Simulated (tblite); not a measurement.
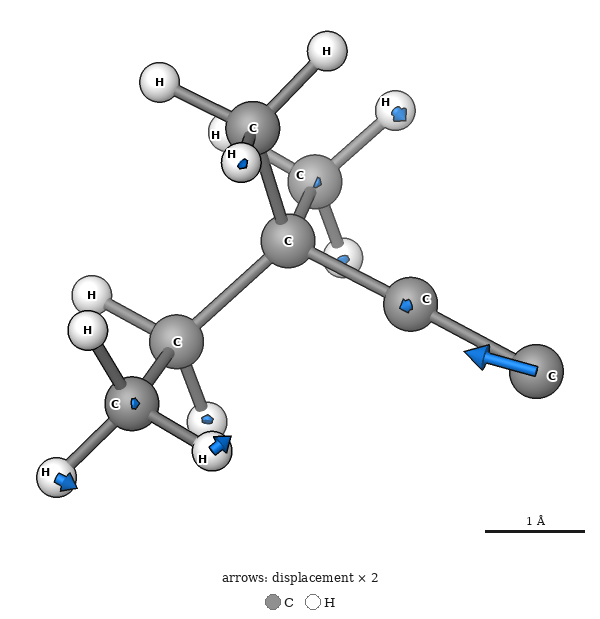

This is a relaxation of C7H11 (multiplicity 2). The starting structure is drawn; blue arrows show the displacements, magnified 2 times. The two geometries are superimposed by the best rigid fit.

A ball-and-stick model, seen from a free direction.

Method: tblite, GFN2-xTB geometry optimisation, gas phase. 

Q: What happened in the run?

A: The largest move after the best rigid fit is that of a C atom, 0.40 Å. Largest moves by element: C 0.40 Å, H 0.13 Å. Some distances before and after: C–C 1.542 → 1.194 Å, C–H 1.105 → 1.087 Å, C–C 1.546 → 1.531 Å, C–C 1.483 → 1.477 Å. Bond angles that change, for instance: C–C–C 111.0° → 108.3°, C–C–C 107.8° → 110.3°, C–C–H 112.6° → 110.2°. After 49 geometry steps the energy has fallen by 246.3 kJ/mol. The run took 0.23 s on 1 thread of Arm Neoverse V2 (shared host).
